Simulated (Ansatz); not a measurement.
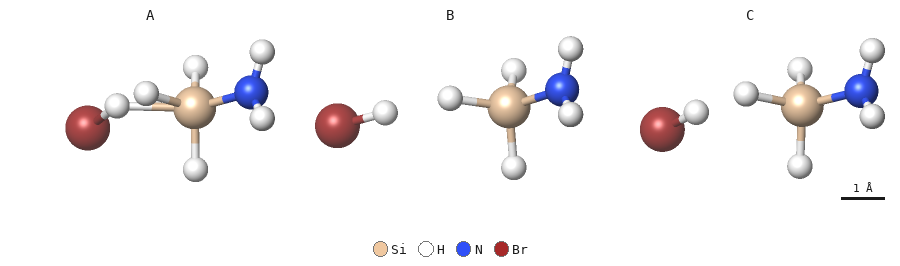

3 geometries from one relaxation of SiNH$_{6}$Br (started from a transition state, displaced along its imaginary mode), in shuffled order. The picture is a ball-and-stick view, seen at a tilt.

Computed with RKS PBE0-D4/def2-TZVP in Ansatz 0.2.0. Settings: force threshold 0.005 eV/Å; at most 200 steps.

Put them in the order of the run, from the start to the converged end.

A, C, B. They are steps 0, 4, 22, at +0.782 eV, +0.048 eV relative to the last. The energy falls by 0.782 eV in 19 accepted moves (22 points after the start). Largest force component: 1.5 eV/Å at the start, 0.0031 eV/Å at the end. The line search rejected the trial steps at points 6, 8, 16 of the run. The largest move after the best rigid fit is that of the Br atom, 1.20 Å. Largest moves by element: Br 1.20 Å, H 0.89 Å, Si 0.34 Å, N 0.32 Å. Among the contacts that change: Br–Si 2.879 → 4.260 Å, H–Si 1.840 → 2.960 Å, Br–H 1.647 → 1.431 Å, N–Si 1.696 → 1.713 Å. Bond angles that change, for instance: H–Si–N 102.3° → 115.1°, H–Si–H 121.4° → 111.5°, H–N–H 114.0° → 111.1°. Cost: 91 s on 4 threads of Intel Xeon @ 2.50GHz, on a shared host.
